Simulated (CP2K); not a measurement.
**USOS-MP2/pcseg-0 (density fitting, minimax 0, ngrids 5, quadrature points 8) run of GeH3 (SMILES [GeH3])**

What is the vertical doublet–quartet gap of GeH3 at USOS-MP2/pcseg-0 (density fitting, minimax 0, ngrids 5, quadrature points 8)? 

The calculation is run with CP2K 2026.2.

1 further run of the same task is left out (set aside as unsound or not needed). Runs told in other sessions of the task aren't counted.

### Step 1. Starting point

GeH3: 4 atoms, total charge 0, spin state doublet. SMILES: `[GeH3]`. The coordinates come from a PBE0-D4/def2-TZVP relaxation.

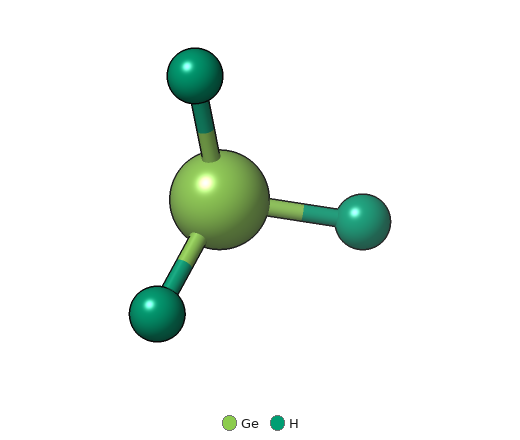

Viewed from a chosen angle; germanium green, hydrogen teal.

### Step 2. A single-point energy at USOS-MP2/pcseg-0 (density fitting, minimax 0, ngrids 5, quadrature points 8)

molecule.xyz

```xyz
4

Ge     0.214600    -0.125900    -0.249400
H      1.055000     0.109600     1.018300
H     -0.882800    -1.175900    -0.000100
H     -0.386800     1.192200    -0.768800
```

molecule.inp

```
&GLOBAL
    PROJECT molecule
    RUN_TYPE ENERGY
    PRINT_LEVEL MEDIUM
&END GLOBAL
&FORCE_EVAL
    METHOD QS
    &DFT
        BASIS_SET_FILE_NAME ./pcseg_0.basis
        POTENTIAL_FILE_NAME POTENTIAL
        AUTO_BASIS RI_AUX MEDIUM
        SORT_BASIS EXP
        CHARGE 0
        MULTIPLICITY 2
        UKS T
        &QS
            METHOD GAPW
            EPS_DEFAULT 1.0E-10
        &END QS
        &MGRID
            CUTOFF 220
            REL_CUTOFF 40
            NGRIDS 5
        &END MGRID
        &POISSON
            PERIODIC NONE
            POISSON_SOLVER WAVELET
        &END POISSON
        &SCF
            SCF_GUESS ATOMIC
            EPS_SCF 5.0E-07
            MAX_SCF 60
            ADDED_MOS 3
            &DIAGONALIZATION
                ALGORITHM STANDARD
            &END DIAGONALIZATION
            &MIXING
                METHOD DIRECT_P_MIXING
                ALPHA 0.4
            &END MIXING
        &END SCF
        &XC
            &XC_FUNCTIONAL NONE
            &END XC_FUNCTIONAL
            &HF
                FRACTION 1
                &SCREENING
                    EPS_SCHWARZ 1.0E-09
                    SCREEN_ON_INITIAL_P F
                &END SCREENING
                &INTERACTION_POTENTIAL
                    POTENTIAL_TYPE COULOMB
                &END INTERACTION_POTENTIAL
                &MEMORY
                    MAX_MEMORY 1050
                &END MEMORY
            &END HF
            &WF_CORRELATION
                &RI_SOS_MP2
                    QUADRATURE_POINTS 8
                &END RI_SOS_MP2
                SCALE_S 1.3
                MEMORY 900
                &INTEGRALS
                    ERI_METHOD OS
                &END INTEGRALS
                &LOW_SCALING
                &END LOW_SCALING
            &END WF_CORRELATION
        &END XC
        &PRINT
            &MOMENTS
                PERIODIC F
                REFERENCE COM
                MAX_MOMENT 1
            &END MOMENTS
            &MO ON
                ENERGIES T
                OCCUPATION_NUMBERS T
                NDIGITS 6
                &EACH
                    QS_SCF 0
                &END EACH
                ADD_LAST NUMERIC
            &END MO
            &HIRSHFELD OFF
            &END HIRSHFELD
        &END PRINT
    &END DFT
    &SUBSYS
        &CELL
            ABC [angstrom] 9.4 9.4 9.4
            PERIODIC NONE
        &END CELL
        &TOPOLOGY
            COORD_FILE_NAME molecule.xyz
            COORD_FILE_FORMAT XYZ
            &CENTER_COORDINATES
            &END CENTER_COORDINATES
        &END TOPOLOGY
        &KIND Ge
            BASIS_SET pcseg-0
            POTENTIAL ALL
        &END KIND
        &KIND H
            BASIS_SET pcseg-0
            POTENTIAL ALL
        &END KIND
    &END SUBSYS
&END FORCE_EVAL
```

Launch:

```
$ OMP_NUM_THREADS=1 cp2k.psmp -i molecule.inp -o molecule.out
```

Log:

```text
CP2K| version string:                                       CP2K version 2026.2
[...]
 GLOBAL| Method name                                                        CP2K
[...]
 GLOBAL| Run type                                                         ENERGY
[...]
 DFT| Spin unrestricted (spin-polarized) Kohn-Sham calculation               UKS
 DFT| Multiplicity                                                             2
[...]
 DFT| Charge                                                                   0
[...]
 QS| Method:                                                                GAPW
[...]
 QS| Density cutoff [a.u.]:                                                110.0
[...]
 QS| Relative density cutoff [a.u.]:                                        20.0
[...]
                             - Atoms:                                          4
[...]
                             - Spherical basis functions:                     28
[...]
 Number of electrons:                                                         18
[...]
     1 P_Mix/Diag. 0.40E+00    1.1     0.21282304     -2074.4655103040 -2.07E+03
[...]
    14 DIIS/Diag.  0.40E-07    0.3     0.00000025     -2074.4012882390  4.55E-13
  *** SCF run converged in    14 steps ***
[...]
  Overlap energy of the core charge distribution:               0.00001452079326
  Self energy of the core charge distribution:               -539.16673072188826
  Core Hamiltonian energy:                                  -1700.48461631720784
  Hartree energy:                                             126.97595238644170
  Exchange-correlation energy:                                  0.00000000000000
  Hartree-Fock Exchange energy:                               -78.25788582299739
[...]
  Ideal and single determinant S**2 :                    0.750000       0.753471
[...]
                     Mulliken Population Analysis
 #  Atom  Element  Kind  Atomic population (alpha,beta) Net charge  Spin moment
       1     Ge       1        16.396031    15.274172     0.329797     1.121859
       2     H        2         0.534649     0.575273    -0.109922    -0.040623
       3     H        2         0.534653     0.575271    -0.109924    -0.040618
       4     H        2         0.534666     0.575284    -0.109951    -0.040618
 # Total charge and spin       18.000000    17.000000     0.000000     1.000000
[...]
  Dipole moment [Debye]
    X=  0.1588117E+00 Y= -0.9312546E-01 Z= -0.1844741E+00  Total=      0.2606228
[...]
 ENERGY| Total FORCE_EVAL ( QS ) energy [hartree]          -2074.474387959618980
[...]
```

It took 7.5 s on 1 thread of Arm Neoverse V2, shared host; peak memory 0.42 GiB.

### Step 3. The quartet

molecule.xyz is that of step 2.

qs.inp

```
&GLOBAL
   PROJECT qs
   RUN_TYPE ENERGY
   PRINT_LEVEL MEDIUM
&END GLOBAL

&FORCE_EVAL
   METHOD QUICKSTEP
   &DFT
      BASIS_SET_FILE_NAME ./pcseg_0.basis
      POTENTIAL_FILE_NAME POTENTIAL
      AUTO_BASIS RI_AUX MEDIUM
      SORT_BASIS EXP
      CHARGE 0
      MULTIPLICITY 4
      UKS T
      &QS
         METHOD GAPW
         EPS_DEFAULT 1.0E-10
      &END QS
      &MGRID
         CUTOFF 220
         REL_CUTOFF 40
         NGRIDS 5
      &END MGRID
      &POISSON
         PERIODIC NONE
         POISSON_SOLVER WAVELET
      &END POISSON
      &SCF
         SCF_GUESS ATOMIC
         EPS_SCF 5.0E-07
         MAX_SCF 60
         ADDED_MOS 3
         &DIAGONALIZATION
            ALGORITHM STANDARD
         &END DIAGONALIZATION
         &MIXING
            METHOD DIRECT_P_MIXING
            ALPHA 0.4
         &END MIXING
      &END SCF
      &XC
         &XC_FUNCTIONAL NONE
         &END XC_FUNCTIONAL
         &HF
            FRACTION 1
            &SCREENING
               EPS_SCHWARZ 1.0E-09
               SCREEN_ON_INITIAL_P F
            &END SCREENING
            &INTERACTION_POTENTIAL
               POTENTIAL_TYPE COULOMB
            &END INTERACTION_POTENTIAL
            &MEMORY
               MAX_MEMORY 1050
            &END MEMORY
         &END HF
         &WF_CORRELATION
            &RI_SOS_MP2
               QUADRATURE_POINTS 8
            &END RI_SOS_MP2
            SCALE_S 1.3
            MEMORY 900
            &INTEGRALS
               ERI_METHOD OS
            &END INTEGRALS
            &LOW_SCALING
            &END LOW_SCALING
         &END WF_CORRELATION
      &END XC
      &PRINT
         &MOMENTS
            PERIODIC F
            REFERENCE COM
            MAX_MOMENT 1
         &END MOMENTS
         &MO ON
            ENERGIES T
            OCCUPATION_NUMBERS T
            NDIGITS 6
            &EACH
               QS_SCF 0
            &END EACH
            ADD_LAST NUMERIC
         &END MO
         &HIRSHFELD OFF
         &END HIRSHFELD
      &END PRINT
   &END DFT
   &SUBSYS
      &CELL
         ABC [angstrom] 9.4 9.4 9.4
         PERIODIC NONE
      &END CELL
      &TOPOLOGY
         COORD_FILE_NAME molecule.xyz
         COORD_FILE_FORMAT XYZ
         &CENTER_COORDINATES
         &END CENTER_COORDINATES
      &END TOPOLOGY
      &KIND Ge
         BASIS_SET pcseg-0
         POTENTIAL ALL
      &END KIND
      &KIND H
         BASIS_SET pcseg-0
         POTENTIAL ALL
      &END KIND
   &END SUBSYS
&END FORCE_EVAL
```

Launch:

```
$ OMP_NUM_THREADS=1 cp2k.psmp -i qs.inp > qs.out 2>&1
```

Log:

```text
CP2K| version string:                                       CP2K version 2026.2
[...]
 GLOBAL| Method name                                                        CP2K
[...]
 GLOBAL| Run type                                                         ENERGY
[...]
 DFT| Spin unrestricted (spin-polarized) Kohn-Sham calculation               UKS
 DFT| Multiplicity                                                             4
[...]
 DFT| Charge                                                                   0
[...]
 QS| Method:                                                                GAPW
[...]
 QS| Density cutoff [a.u.]:                                                110.0
[...]
 QS| Relative density cutoff [a.u.]:                                        20.0
[...]
                             - Atoms:                                          4
[...]
                             - Spherical basis functions:                     28
[...]
 Number of electrons:                                                         19
[...]
     1 P_Mix/Diag. 0.40E+00    1.1     2.51397664     -2074.9752624826 -2.07E+03
[...]
    43 DIIS/Diag.  0.58E-07    0.3     0.00000030     -2074.1032063974  0.00E+00
  *** SCF run converged in    43 steps ***
[...]
  Overlap energy of the core charge distribution:               0.00001452079326
  Self energy of the core charge distribution:               -539.16673072188826
  Core Hamiltonian energy:                                  -1700.29975233452524
  Hartree energy:                                             126.96177357855355
  Exchange-correlation energy:                                  0.00000000000000
  Hartree-Fock Exchange energy:                               -78.29794872134289
[...]
  Ideal and single determinant S**2 :                    3.750000       3.752632
[...]
                     Mulliken Population Analysis
 #  Atom  Element  Kind  Atomic population (alpha,beta) Net charge  Spin moment
       1     Ge       1        16.926522    15.004365     0.069113     1.922156
       2     H        2         0.538825     0.492273    -0.031098     0.046552
       3     H        2         0.995810     0.011077    -0.006887     0.984733
       4     H        2         0.538843     0.492285    -0.031128     0.046558
 # Total charge and spin       19.000000    16.000000     0.000000     3.000000
[...]
  Dipole moment [Debye]
    X= -0.5752296E-01 Y= -0.2566804E+00 Z= -0.1089839E+00  Total=      0.2847301
[...]
 ENERGY| Total FORCE_EVAL ( QS ) energy [hartree]          -2074.162833452279301
[...]
```

Wall time 17 s (1 thread of Arm Neoverse V2, shared host); peak memory 0.42 GiB.

### Step 4. Outcome

At USOS-MP2/pcseg-0 (density fitting, minimax 0, ngrids 5, quadrature points 8):

| quantity | value |
| --- | --- |
| doublet: total energy | -2074.47439 Eh |
| doublet: dipole moment (of the density that the program reports) | 0.26 D |
| doublet: HOMO energy (Hartree–Fock orbitals) (highest over α and β) | -9.12 eV |
| doublet: LUMO energy (Hartree–Fock orbitals) (lowest over α and β) | 0.88 eV |
| doublet: correlation energy | -73.1 mEh |
| doublet: ⟨S²⟩ of the reference determinant | 0.753 |
| quartet: total energy | -2074.16283 Eh |
| quartet: dipole moment (of the density that the program reports) | 0.28 D |
| quartet: HOMO energy (Hartree–Fock orbitals) (highest over α and β) | -4.22 eV |
| quartet: LUMO energy (Hartree–Fock orbitals) (lowest over α and β) | -2.83 eV |
| quartet: correlation energy | -59.6 mEh |
| quartet: ⟨S²⟩ of the reference determinant | 3.753 |
| vertical energy of the quartet above the doublet | 8.478 eV |

What this shows: At this shape the quartet lies 8.48 eV (196 kcal/mol) above the doublet.
